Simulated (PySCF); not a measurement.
# C6H10F2Si2: what the fields show

```xyz
20

C     4.6397   -0.5291   -1.0564
C     3.4619   -0.7659   -1.0007
Si    1.6502   -1.1413   -0.9313
Si    0.6768    0.4791    0.4042
C    -0.7640    1.5128   -0.3490
C    -1.7958    0.6997    0.4505
C    -2.5277   -0.2641   -0.4612
F    -1.6580   -1.0936   -1.1012
F    -3.3628   -1.0771    0.2346
C    -0.8652   -0.0442    1.4247
H     5.6708   -0.3223   -1.1036
H     1.5338   -2.4960   -0.3735
H     1.1856   -1.1521   -2.3240
H     1.5560    1.3516    1.2039
H    -0.7732    2.5610   -0.0593
H    -0.9281    1.4707   -1.4245
H    -2.5574    1.3075    0.9461
H    -3.1284    0.2389   -1.2359
H    -1.0998   -1.1031    1.5091
H    -0.9194    0.3783    2.4253
```

Geometry: GFN2-xTB.

All numbers below come from PBE0/pcSseg-1, SCF density, gas phase, non-relativistic (PySCF).

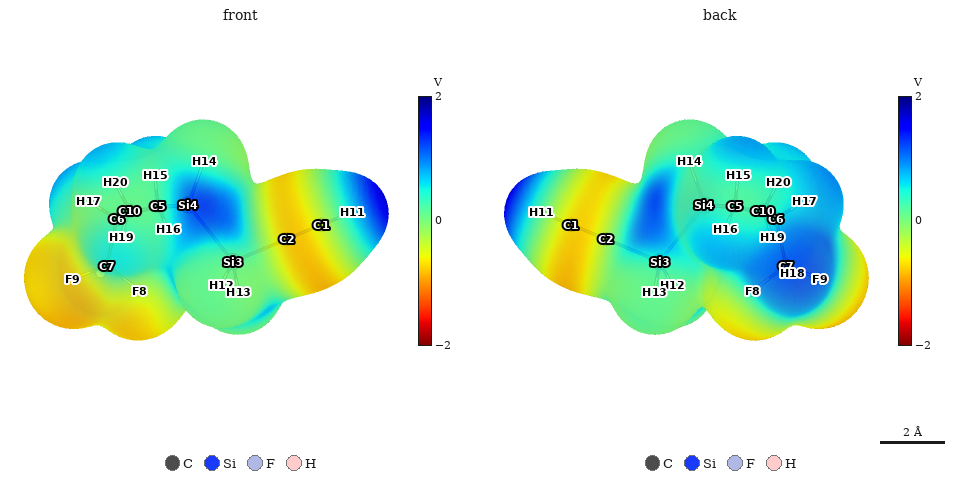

Figure 1. The molecular electrostatic potential painted on the density surface at 0.002 e/bohr³, seen from the front and from behind; red is negative and blue positive.

### Where is the surface potential most negative and most positive?

The most negative region (about −0.9 V) lies over C1, C2 and F9, the most positive (about +1.6 V) over H11.

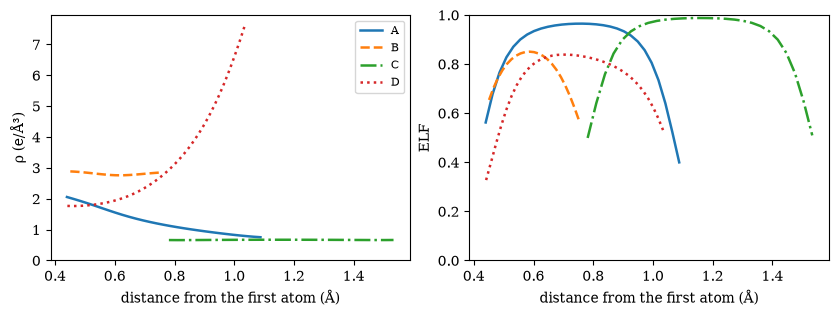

Figure 2. Electron density and ELF along straight lines between neighbouring atoms. The curves leave out the atomic cores.

### Which curve belongs to which contact (C–C, C–F, C–Si and Si–Si)? The first atom named is at distance zero.

Curve A: C–Si (1.85 Å): ρ at the midpoint is about 0.92 e/Å³; the ELF peaks at about 0.95 between the atoms, as expected for localised, covalent bonding. Curve B: C–C (1.20 Å): ρ at the midpoint is about 2.8 e/Å³; the ELF peaks at about 0.85 between the atoms; a multiple bond. Curve C: Si–Si (2.31 Å): ρ at the midpoint is about 0.67 e/Å³; the ELF peaks at about 1 between the atoms, as expected for localised, covalent bonding. Curve D: C–F (1.36 Å): the density is about 2.2 e/Å³ at the midpoint, with its minimum of 1.8 e/Å³ about 0.5 Å from C; the ELF peaks at about 0.85 between the atoms (a polar covalent bond).
